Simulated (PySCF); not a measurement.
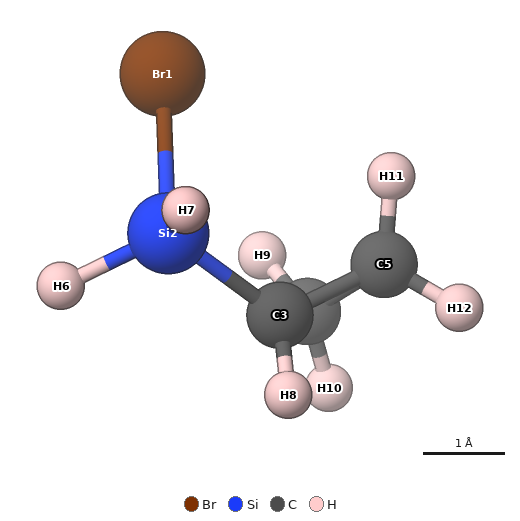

**Figure 1.** The input geometry of run A (ball-and-stick view, seen at a tilt; atoms are numbered from 1 in the order of the input).

**C₃H₇BrSi: one change and its effect**

System: C₃H₇BrSi, SMILES Br[SiH2]C1CC1.
Method of run A: TDDFT PBE0/6-31G*, vertical, gas phase, core orbitals frozen in the response (PySCF 2.14.0).

The geometry comes from this level: PBE0-D3(BJ)/def2-SVP. Text and figures count atoms from 1; the logs count them from 0 in places.

Input file, run A:
```
{"job": {"kind": "uv", "xc": "PBE0", "basis": "6-31G*"}, "charge": 0, "multiplicity": 1}
Br     1.660060     1.827693     2.180932
Si     1.500273     0.895938     0.150707
C     -0.293364     0.585948    -0.219198
C     -1.267659     0.164591     0.853963
C     -1.379537     1.523226     0.249438
H      2.294231    -0.365913     0.182535
H      2.117208     1.843883    -0.821304
H     -0.453230     0.133488    -1.206241
H     -0.901970     0.094019     1.883119
H     -2.012820    -0.589499     0.587372
H     -1.089205     2.379555     0.866136
H     -2.203034     1.723199    -0.440860
```

The first line tells a small driver script what to run in PySCF; the rest is the geometry in Å.

Launched with:
```bash
OMP_NUM_THREADS=1 python <driver script> task.json out
```

Hardware: 1 CPU thread, shared host.

Output (run A):
```
coarse grid: 46592 points
cycle   1  E = -2981.2723620099  dE = -5.862e-01  |g| = 3.335e-01  |ddm| = 3.053e+00
cycle   2  E = -2981.2656982158  dE =  6.664e-03  |g| = 3.714e-01  |ddm| = 7.975e-01
cycle   3  E = -2981.3046714558  dE = -3.897e-02  |g| = 3.438e-02  |ddm| = 4.315e-01
cycle   4  E = -2981.3048932370  dE = -2.218e-04  |g| = 6.791e-03  |ddm| = 4.117e-02
cycle   5  E = -2981.3049042232  dE = -1.099e-05  |g| = 4.779e-03  |ddm| = 1.749e-02
cycle   6  E = -2981.3049101916  dE = -5.968e-06  |g| = 4.650e-04  |ddm| = 6.287e-03
final grid: 96232 points
cycle   7  E = -2981.3049192285  dE = -2.419e-08  |g| = 5.155e-04  |ddm| = 1.338e-03
cycle   8  E = -2981.3049191817  dE =  4.684e-08  |g| = 6.669e-04  |ddm| = 1.051e-03
cycle   9  E = -2981.3049192931  dE = -1.113e-07  |g| = 3.003e-05  |ddm| = 6.188e-04
cycle  10  E = -2981.3049192933  dE = -2.701e-10  |g| = 6.428e-06  |ddm| = 4.948e-05
converged SCF energy = -2981.3049192933

Static polarisability (au): isotropic 65.878, principal 55.672 67.379 74.582

Singlet excitations
state   eV       nm        f      main configurations
  1   6.7065    184.9   0.00631   H->L 0.99
  2   6.7829    182.8   0.00532   H-1->L 0.97
  3   7.3417    168.9   0.00534   H-2->L 0.98
  4   7.4445    166.5   0.02072   H-3->L 0.95
  5   8.2316    150.6   0.00000   H->L+1 0.98
  6   8.3740    148.1   0.01325   H-4->L 0.50, H-1->L+1 0.48
  7   8.6087    144.0   0.11380   H-1->L+1 0.45, H-4->L 0.40
  8   8.7385    141.9   0.00306   H-2->L+1 0.95
  9   8.8633    139.9   0.02281   H-3->L+1 0.86
 10   8.9603    138.4   0.00036   H-1->L+2 0.84

Triplet excitations (Tamm-Dancoff, eV): 6.3006 6.3901 7.1268 7.1810
```

The input of run B differs as follows (lines with − go, lines with + come):
```diff
-"basis": "6-31G*"
+"basis": "def2-TZVP"
```

What does this change do to the results?

The total energy of run B is 239.8 kcal/mol lower, which measures the change of basis and not a stability. The HOMO goes from −8.11 to −8.21 eV. The LUMO goes from 0.05 to −0.01 eV. The dipole moment goes from 2.36 to 2.02 D. The strongest computed line goes from 8.61 to 8.42 eV. The SCF takes 11 iterations against 10. The basis functions go from 106 to 220.

Output (run B):
```
coarse grid: 46592 points
cycle   1  E = -2981.6551616766  dE = -6.083e-01  |g| = 4.092e-01  |ddm| = 2.579e+00
cycle   2  E = -2981.6466566931  dE =  8.505e-03  |g| = 4.108e-01  |ddm| = 5.702e-01
cycle   3  E = -2981.6857902685  dE = -3.913e-02  |g| = 7.519e-02  |ddm| = 3.281e-01
cycle   4  E = -2981.6870078533  dE = -1.218e-03  |g| = 9.476e-03  |ddm| = 6.028e-02
cycle   5  E = -2981.6870198358  dE = -1.198e-05  |g| = 5.106e-03  |ddm| = 1.106e-02
cycle   6  E = -2981.6870273887  dE = -7.553e-06  |g| = 1.025e-03  |ddm| = 5.035e-03
final grid: 96232 points
cycle   7  E = -2981.6870292440  dE =  8.994e-08  |g| = 1.314e-03  |ddm| = 3.650e-03
cycle   8  E = -2981.6870288735  dE =  3.705e-07  |g| = 1.792e-03  |ddm| = 2.224e-03
cycle   9  E = -2981.6870296320  dE = -7.585e-07  |g| = 8.213e-05  |ddm| = 1.311e-03
cycle  10  E = -2981.6870296334  dE = -1.391e-09  |g| = 1.217e-05  |ddm| = 6.493e-05
cycle  11  E = -2981.6870296334  dE = -2.910e-11  |g| = 3.981e-06  |ddm| = 1.342e-05
converged SCF energy = -2981.6870296334

Static polarisability (au): isotropic 77.765, principal 67.777 79.500 86.016

Singlet excitations
state   eV       nm        f      main configurations
  1   6.7334    184.1   0.01108   H->L 0.98
  2   6.8282    181.6   0.00989   H-1->L 0.97
  3   7.4211    167.1   0.00788   H-2->L 0.97
  4   7.5105    165.1   0.01970   H-3->L 0.94
  5   7.8995    157.0   0.00023   H->L+1 0.94
  6   8.1204    152.7   0.03625   H-1->L+1 0.89
  7   8.3504    148.5   0.00790   H-1->L+2 0.60, H-3->L+2 0.17, H-4->L 0.09
  8   8.4039    147.5   0.00419   H->L+2 0.39, H-2->L+1 0.27, H-2->L+2 0.16
  9   8.4165    147.3   0.04023   H-4->L 0.52, H->L+3 0.20, H-1->L+2 0.12
 10   8.4654    146.5   0.00292   H-1->L+3 0.49, H->L+2 0.18, H-2->L+2 0.15

Triplet excitations (Tamm-Dancoff, eV): 6.3257 6.4430 7.1700 7.2207
```

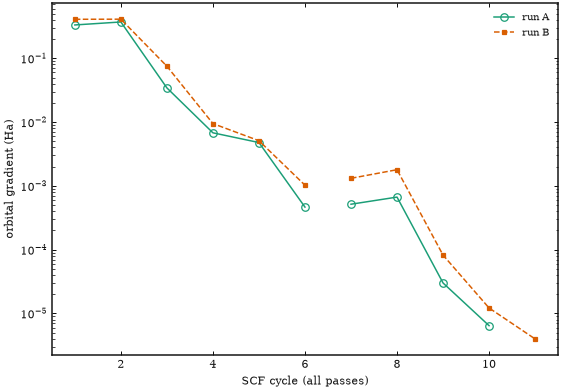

**Figure 2.** Convergence of the two runs: orbital gradient against the SCF cycle. A break in a curve parts two SCF passes (coarse and final grid). Run A takes 10 cycles in all, and run B takes 11.

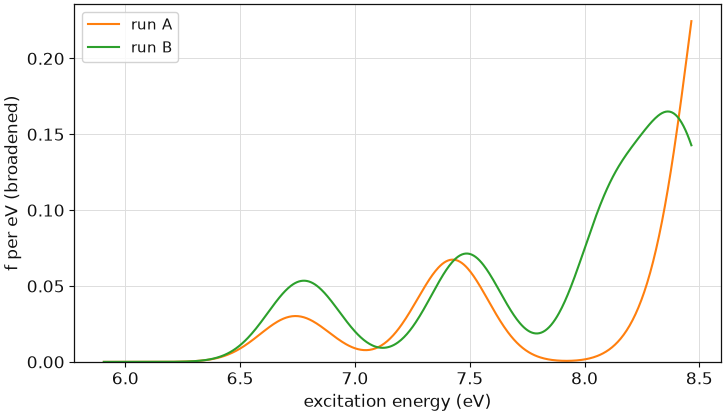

**Figure 3.** Absorption of the two runs from their computed states, each broadened by a Gaussian of 0.35 eV full width; the range ends where the shorter list of states ends.

The two runs side by side:

| quantity | run A | run B |
| --- | --- | --- |
| outcome | converged | converged |
| total energy (hartree) | −2981.304919 | −2981.687030 |
| HOMO (eV) | −8.11 | −8.21 |
| LUMO (eV) | 0.05 | −0.01 |
| dipole moment (D) | 2.36 | 2.02 |
| lowest excitation (eV) | 6.71 | 6.73 |
| SCF iterations | 10 | 11 |
| strongest computed line (eV) | 8.61 | 8.42 |
| basis functions | 106 | 220 |
| wall time (shared host) | 20 s | 61 s |

For both runs: Spin–orbit coupling is left out, which matters for the heavy atoms.
